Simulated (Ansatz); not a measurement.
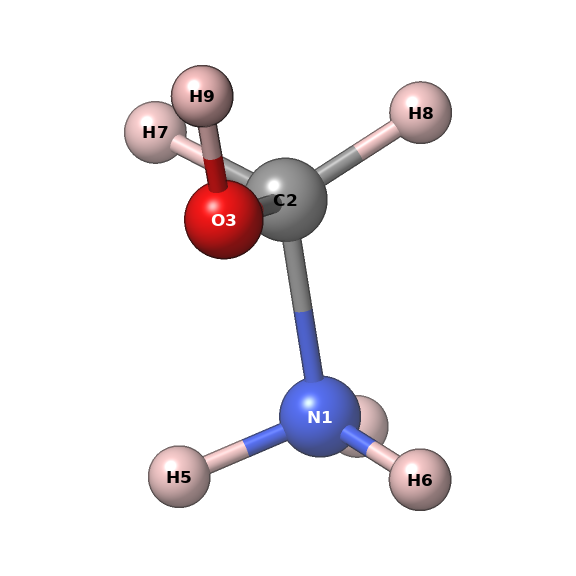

(Drawn from a calculation with Ansatz.)

C2 lies behind O3. The molecule seen a little off the O3–C2 bond, O3 in front. Depth is shown by fading: the farther an atom, the more it takes the colour of the background. State: charge +1, singlet. Geometry: atoms displaced at random (about 0.06 Å) from a stationary point of PBE0-D4.

Question: What is the torsion angle H9–O3–C2–N1? The sign is positive where the front bond must turn clockwise to cover the back bond.

Answer: 176°, antiperiplanar (anti).
